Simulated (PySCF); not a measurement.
NMR shielding calculation, with input and output: C4H10F2Si2

C4H10F2Si2, computed with GIAO PBE0/pcSseg-1 NMR shielding, non-relativistic, gas phase (PySCF 2.14.0).

The geometry comes from this level: GFN2-xTB. It belongs to a series of runs on one base structure; here: constitutional isomer. Figures and captions count atoms from 1; the log counts them from 0 in places.

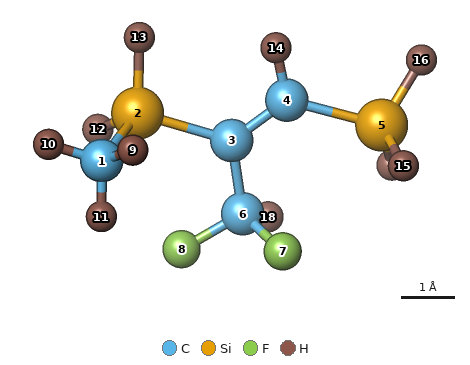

**Figure 1.** The structure as given in the input (ball-and-stick view, seen at a tilt; atoms are numbered from 1 in the order of the input). Bond lengths as drawn: C–C 1.33 to 1.50 Å, C–F 1.36 Å, C–H 1.08 to 1.10 Å, C–Si 1.89 to 1.90 Å and H–Si 1.46 to 1.47 Å.

Summary:

```csv
quantity,value
outcome,converged
total energy,−936.408730 hartree
HOMO,−8.15 eV
LUMO,−1.34 eV
dipole moment,1.44 D
"isotropic shielding, C",15.2 to 190.8 ppm
"isotropic shielding, Si",388.8 to 437.2 ppm
"isotropic shielding, F",294.3 to 310.2 ppm
"isotropic shielding, H",24.4 to 31.5 ppm
hardware,"1 CPU thread, shared host"
wall time,45 s
peak memory,0.86 GiB
```

Input file:
```
{"job": {"kind": "nmr", "xc": "PBE0", "basis": "pcSseg-1"}, "charge": 0, "multiplicity": 1}
C     -2.678704     0.391136     0.824107
Si    -1.722429     0.085017    -0.784279
C      0.117766    -0.136978    -0.372767
C      1.067795     0.757352    -0.641691
Si     2.898310     0.640280    -0.194901
C      0.479873    -1.397891     0.346814
F      1.073647    -1.151692     1.548299
F     -0.618634    -2.144473     0.635771
H     -2.293562     1.258100     1.354971
H     -3.730844     0.566396     0.620725
H     -2.607512    -0.464161     1.489704
H     -2.197572    -1.116648    -1.475672
H     -1.796023     1.250642    -1.673556
H      0.749230     1.656241    -1.155058
H      3.090454     0.988323     1.210497
H      3.609035     1.584847    -1.059869
H      3.384041    -0.717902    -0.457967
H      1.166370    -2.042273    -0.226785
```

The first line tells a small driver script what to run in PySCF; the rest is the geometry in Å.

Run as:
```bash
OMP_NUM_THREADS=1 python <driver script> task.json out
```

The program's output:
```
coarse grid: 15968 points
cycle   1  E = -936.2500038584  dE =  6.553e-01  |g| = 7.298e-01  |ddm| = 3.724e+00
cycle   2  E = -936.1799400086  dE =  7.006e-02  |g| = 9.984e-01  |ddm| = 1.085e+00
cycle   3  E = -936.3468768898  dE = -1.669e-01  |g| = 8.807e-02  |ddm| = 6.567e-01
cycle   4  E = -936.3479907480  dE = -1.114e-03  |g| = 4.882e-02  |ddm| = 1.089e-01
cycle   5  E = -936.3485490525  dE = -5.583e-04  |g| = 1.334e-02  |ddm| = 4.850e-02
cycle   6  E = -936.3485871746  dE = -3.812e-05  |g| = 3.710e-03  |ddm| = 1.351e-02
cycle   7  E = -936.3485907418  dE = -3.567e-06  |g| = 4.193e-04  |ddm| = 4.110e-03
final grid: 145616 points
cycle   8  E = -936.4087150753  dE = -3.947e-05  |g| = 7.947e-03  |ddm| = 2.690e-02
cycle   9  E = -936.4087064492  dE =  8.626e-06  |g| = 1.044e-02  |ddm| = 1.494e-02
cycle  10  E = -936.4087297955  dE = -2.335e-05  |g| = 9.331e-04  |ddm| = 8.283e-03
cycle  11  E = -936.4087299187  dE = -1.232e-07  |g| = 3.256e-04  |ddm| = 8.741e-04
cycle  12  E = -936.4087299375  dE = -1.879e-08  |g| = 1.167e-04  |ddm| = 2.984e-04
cycle  13  E = -936.4087299406  dE = -3.076e-09  |g| = 3.822e-05  |ddm| = 1.322e-04
cycle  14  E = -936.4087299409  dE = -3.479e-10  |g| = 7.076e-06  |ddm| = 3.901e-05
```

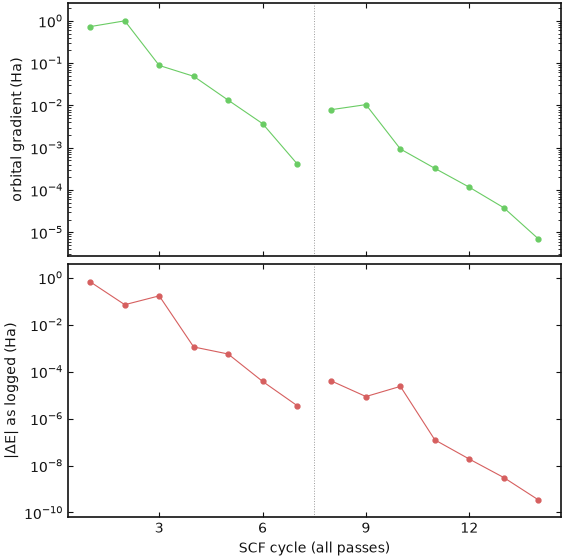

**Figure 2.** Convergence of the self-consistent field: orbital gradient and size of the energy change against the SCF cycle. The dotted line marks the change from a coarse to the final integration grid. The first 7 cycles use a coarse grid, the final grid takes over at cycle 8, and the field converges after 14 cycles in all.

```
converged SCF energy = -936.4087299409

GIAO shielding tensors (ppm)
atom      isotropic    diamagn.    paramagn.     s11        s22        s33       span
  0 C      190.830     253.381     -62.551    187.410    188.528    196.552      9.142
  1 Si     388.792     882.068    -493.276    351.111    400.948    414.316     63.204
  2 C       15.185     265.521    -250.336    -99.978      1.471    144.063    244.042
  3 C       35.179     258.018    -222.839    -91.765     22.984    174.319    266.084
  4 Si     437.221     880.189    -442.968    417.419    434.751    459.492     42.073
  5 C       64.738     240.051    -175.313     42.114     64.286     87.813     45.699
  6 F      294.338     475.767    -181.430    189.373    327.988    365.651    176.278
  7 F      310.196     474.653    -164.457    203.633    347.237    379.716    176.083
  8 H       31.358      31.957      -0.599     27.149     29.239     37.686     10.537
  9 H       31.498      27.884       3.613     26.998     27.710     39.784     12.785
 10 H       31.001      31.422      -0.422     25.788     29.985     37.230     11.442
 11 H       27.031      29.711      -2.680     24.022     25.616     31.456      7.435
 12 H       27.512      30.527      -3.016     24.027     26.296     32.212      8.186
 13 H       24.388      33.548      -9.160     21.155     23.119     28.892      7.737
 14 H       27.491      28.877      -1.385     23.859     26.484     32.131      8.271
 15 H       27.760      28.385      -0.625     24.362     25.932     32.987      8.624
 16 H       27.539      29.048      -1.509     24.110     27.195     31.313      7.203
 17 H       25.007      30.085      -5.078     21.806     25.592     27.624      5.818
```

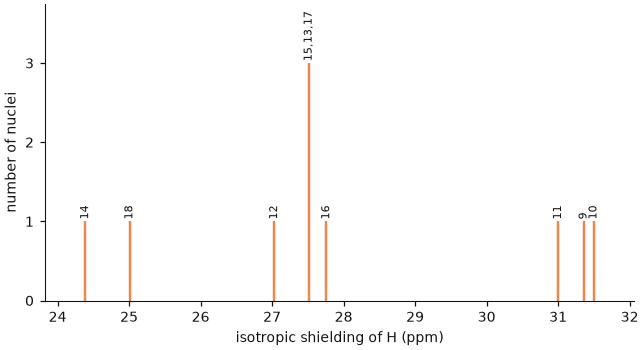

**Figure 3.** Isotropic shieldings of the hydrogen nuclei in this fixed geometry, labelled by atom number; shielding grows to the right, so chemical shift grows to the left. The least shielded is H14 (24.4 ppm), the most shielded H10 (31.5 ppm).

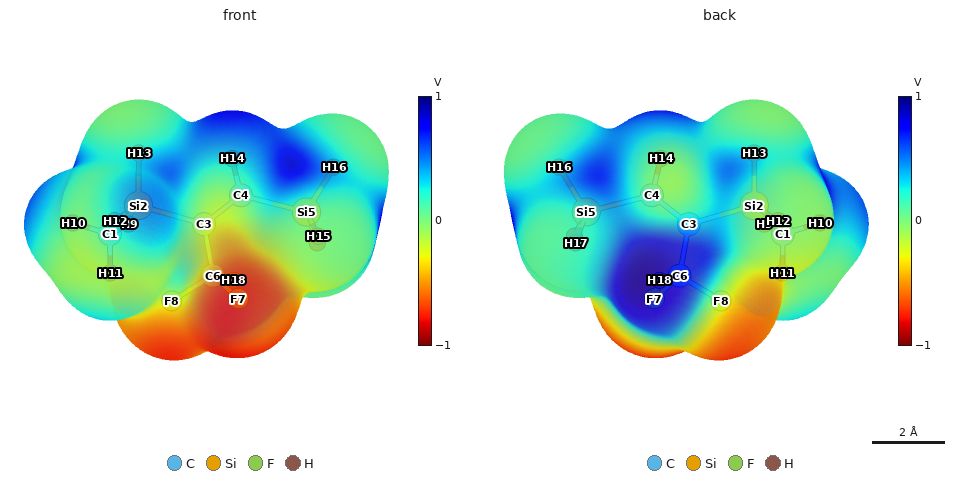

**Figure 4.** The molecular electrostatic potential painted on the density surface at 0.001 e/bohr³, seen at a tilt and from behind; the colour scale runs from red (negative) to blue (positive).

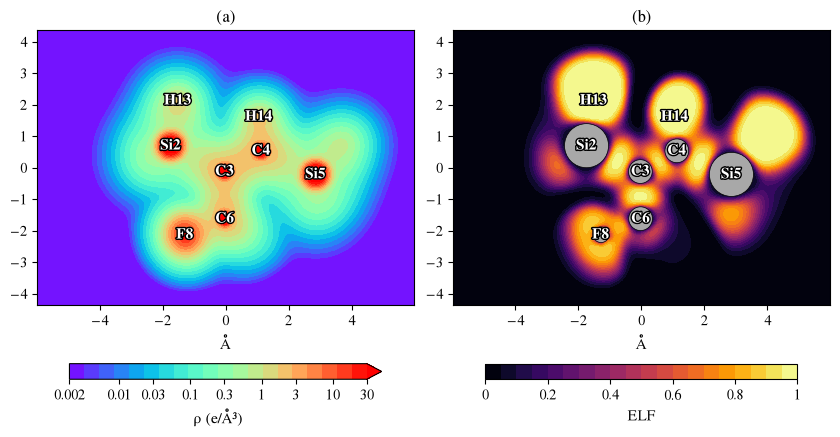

**Figure 5.** (a) total electron density; (b) electron localisation function on the plane of atoms C3, C4 and Si5. Grey discs, where drawn, cover atomic cores. The section cuts through Si, C, F and H sites.
